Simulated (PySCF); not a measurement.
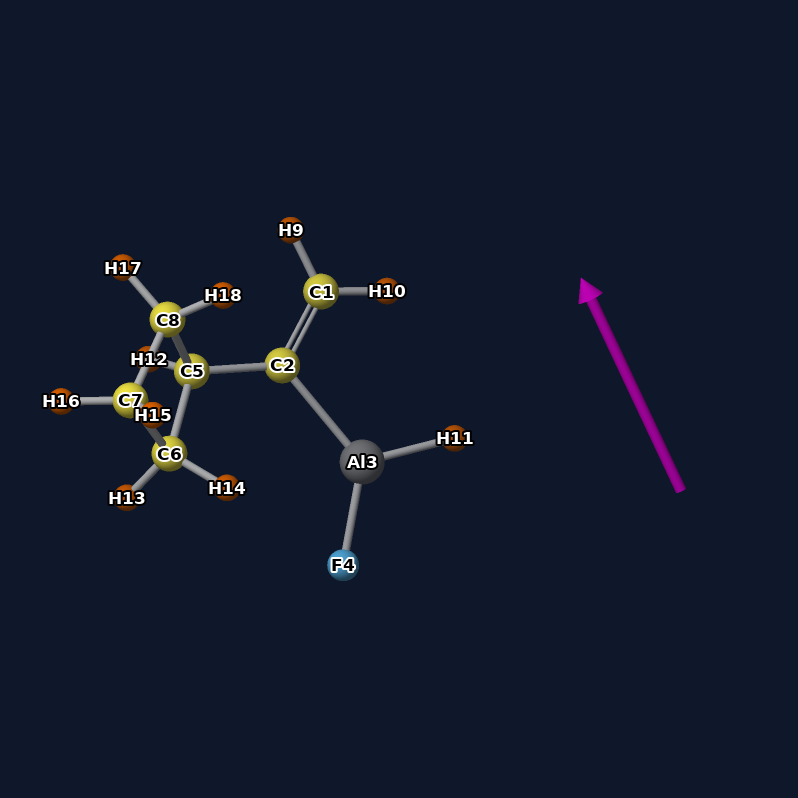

The arrow beside the molecule shows the direction of the dipole moment, from the negative to the positive end (its length means nothing). The geometry was computed by an optimisation with GFN2-xTB. No frequency run is at hand to confirm it as a minimum. Level of theory: PBE0/pcSseg-1, gas phase (PySCF 2.14.0).

**Estimate the dipole moment.**

2.14 D; it points from the side of F4 to the side of H17 (the outermost atoms at the two ends).

The geometry is semi-empirical. Around Al such bond lengths and angles can be off by a tenth of an ångström or more and by several degrees, and values that hang on the shape move with them.
